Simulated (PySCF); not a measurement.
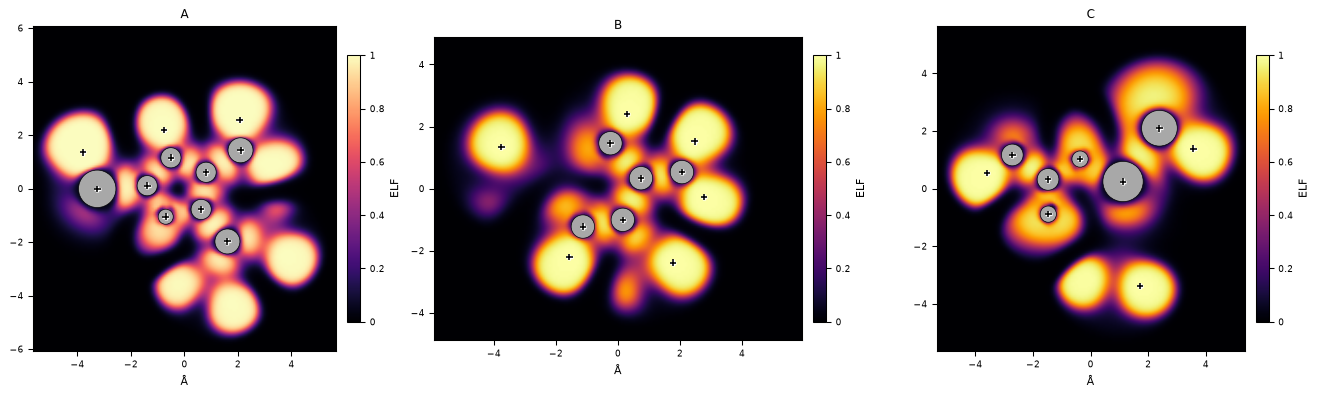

The electron localisation function of 3 systems, each on a plane through atoms (crosses mark nuclei in the plane; grey discs cover the cores).

All numbers below come from PySCF, PBE0/pcSseg-1, SCF density, gas phase, non-relativistic.

System 1: C6H12B2OSi (SMILES Bc1cc([SiH3])oc1B(C)C), the plane of atoms C3, C2 and C7. Geometry: GFN2-xTB.

```xyz
22

B     0.3461    2.7224    0.1452
C     0.6924    1.2353    0.0607
C     2.0067    0.6971    0.1598
C     1.9062   -0.6672    0.1451
Si    3.1531   -2.0625    0.2101
O     0.6029   -1.0079    0.0392
C    -0.1477    0.1166   -0.0202
B    -1.6785   -0.0462   -0.1775
C    -2.5384    0.9955   -0.9856
C    -2.3419   -1.3349    0.4470
H     1.1861    3.5139   -0.0514
H    -0.7234    3.0793    0.4525
H     2.9152    1.2593    0.2483
H     4.4789   -1.4625    0.3543
H     3.0703   -2.8416   -1.0281
H     2.8454   -2.9230    1.3547
H    -2.0772    1.9746   -1.0708
H    -2.6624    0.6216   -2.0031
H    -3.5429    1.1156   -0.5856
H    -3.3259   -1.5625    0.0452
H    -2.4648   -1.1883    1.5213
H    -1.7108   -2.2150    0.3371
```

System 2: C4H13O2PSi2, the plane of atoms O3, C2 and O4. Geometry: GFN2-xTB.

```xyz
22

C     2.9912    1.5678   -0.1390
C     1.9034    0.5313   -0.1180
O     1.5542   -0.1184   -1.0719
O     1.3404    0.3927    1.0645
Si    0.1503   -0.7768    1.2982
P    -0.2265   -0.3355    3.4625
Si   -1.5542   -0.5800   -0.2988
C    -1.5892    1.1711   -1.0580
C    -1.3459   -1.8657   -1.6839
H     3.7587    1.2930    0.5814
H     2.5763    2.5272    0.1632
H     3.4204    1.6409   -1.1337
H     0.9081   -2.0409    1.2916
H    -1.2408    0.5815    3.2434
H    -1.1235   -1.3776    3.5954
H    -2.8609   -0.7991    0.3672
H    -0.6842    1.3512   -1.6321
H    -1.6579    1.9424   -0.2950
H    -2.4343    1.2974   -1.7290
H    -1.4023   -2.8799   -1.2995
H    -2.1141   -1.7576   -2.4443
H    -0.3796   -1.7455   -2.1652
```

System 3: C8H15Al (SMILES C=C(C)C(=C)[CH2][Al]([CH3])[CH3]), the plane of atoms C5, C4 and C6. Geometry: GFN2-xTB.

```xyz
24

C    -0.5318    0.5620    1.4980
C    -1.2595    0.0334    0.5010
C    -2.1384   -1.1541    0.7456
C    -1.1508    0.5534   -0.8680
C    -2.0591    0.2702   -1.8056
C     0.0999    1.3216   -1.1624
Al    1.4340    0.2039   -0.1203
C     2.8093    1.1044    1.0068
C     1.4617   -1.7464   -0.5383
H    -0.5998    0.1715    2.5011
H    -0.0318    1.5144    1.4007
H    -3.1853   -0.8687    0.6482
H    -1.9322   -1.9372    0.0190
H    -1.9838   -1.5474    1.7473
H    -1.9474    0.6339   -2.8135
H    -2.9504   -0.3002   -1.6079
H     0.1695    1.4943   -2.2395
H     0.0312    2.3195   -0.7048
H     2.7971    0.7868    2.0543
H     3.8128    0.8746    0.6360
H     2.7234    2.1967    1.0106
H     2.4704   -2.0931   -0.7850
H     0.8294   -1.9897   -1.4001
H     1.1197   -2.3841    0.2842
```

Match each panel to its system.

Panel A is system 1, C6H12B2OSi: the plane holds B, C, Si, O and H. C–O (1.35 Å): the ELF peaks at about 0.90 between the atoms: a polar covalent bond. Panel B is system 3, C8H15Al: the plane holds C and H. C–C (1.34 Å): the ELF peaks at about 0.95 between the atoms (a multiple bond). Panel C is system 2, C4H13O2PSi2: the plane holds C, O, Si, P and H. C–O (1.21 Å): the ELF peaks at about 0.85 between the atoms: a multiple bond.
